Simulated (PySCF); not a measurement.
Consider C2H5F3OSi.

```xyz
12

F    -2.3918    0.6082    1.1695
C    -1.7688    0.7072   -0.0345
F    -2.1130    1.8954   -0.5384
O    -0.4191    0.6795    0.1126
C     0.1285   -0.5652    0.4388
F    -0.0844   -1.4301   -0.6199
Si    2.0145   -0.2417    0.6946
H    -2.1730   -0.0897   -0.6833
H    -0.3985   -1.0182    1.2899
H     2.1099    0.6042    1.8796
H     2.6191   -1.5574    0.8966
H     2.4779    0.4070   -0.5251
```

Geometry: GFN2-xTB.

All numbers below come from PBE0/pcSseg-1, SCF density, gas phase, non-relativistic (PySCF 2.14.0).

**What can the converged electron density and electron localisation function tell about the bonding?**

C–F (1.34 Å): ρ is about 2.4 e/Å³ halfway; the ELF peaks at about 0.85 between the atoms; a polar covalent bond.
C–O (1.36 Å): ρ at the midpoint is about 2.4 e/Å³, with its minimum of 2.1 e/Å³ about 0.5 Å from C; the ELF peaks at about 0.90 between the atoms: a polar covalent bond.
C–Si (1.93 Å): ρ is about 0.93 e/Å³ halfway; the ELF peaks at about 1 between the atoms; a shared electron pair.
C–O (1.40 Å): the density is about 2.1 e/Å³ at the midpoint, with its minimum of 1.8 e/Å³ about 0.5 Å from C; the ELF peaks at about 0.90 between the atoms: a shared but strongly polarised pair.

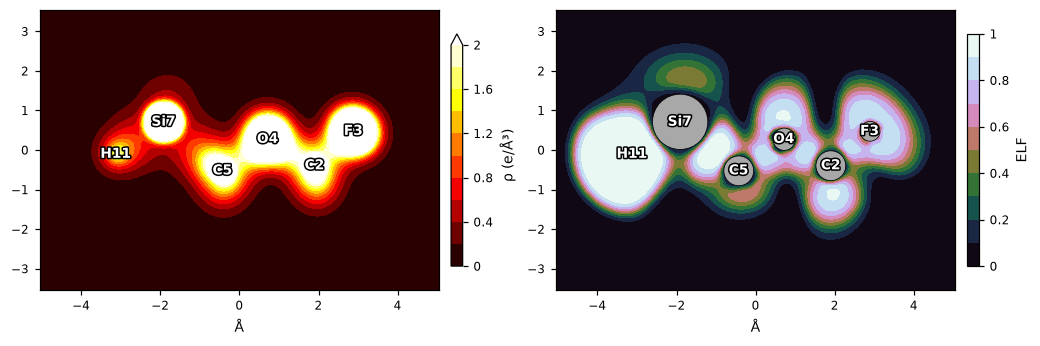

Computed electron density and electron localisation function on the plane of atoms O4, C5 and Si7, in this order. Grey discs cover the atomic cores in the ELF map. 
